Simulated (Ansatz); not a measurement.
Breaking the I1–H2 bond in HI (multiplicity 1 held). Energies count from the point at 1.615 Å.


R- and RO- levels are restricted; in cc, def2 and unpolarised 6-31G sets they are followed outwards from rest. U- levels take the lowest unrestricted solution at each point, which mixes spins at long bonds. Active spaces are followed from rest. Levels need not reach the same state.

Cores are frozen in the correlated methods. Filled d and f shells under p-block atoms count as core.

Programs: Ansatz (a quantum-chemistry and plane-wave program) with Gaussian orbitals. Each number belongs to the level named beside it. In def2 rows elements past Kr take small-core potentials, without spin–orbit coupling.

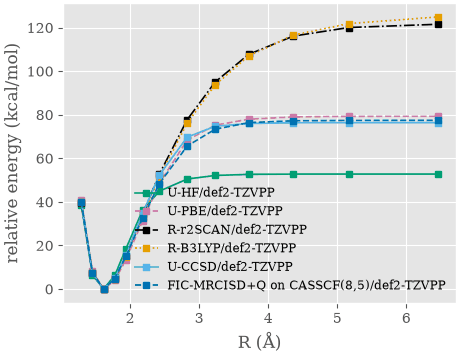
Relative energy along the coordinate

Read off the U-HF/def2-TZVPP curve at R = 6.462.

about 53 kcal/mol

Doubts at one or more of the structures used: a spin-contaminated determinant (U-HF/def2-TZVPP, U-PBE/def2-TZVPP, U-CCSD/def2-TZVPP); a restricted determinant that unrestricted orbitals would lower (R-r2SCAN/def2-TZVPP, R-B3LYP/def2-TZVPP); T1 above 0.05 (U-CCSD/def2-TZVPP).
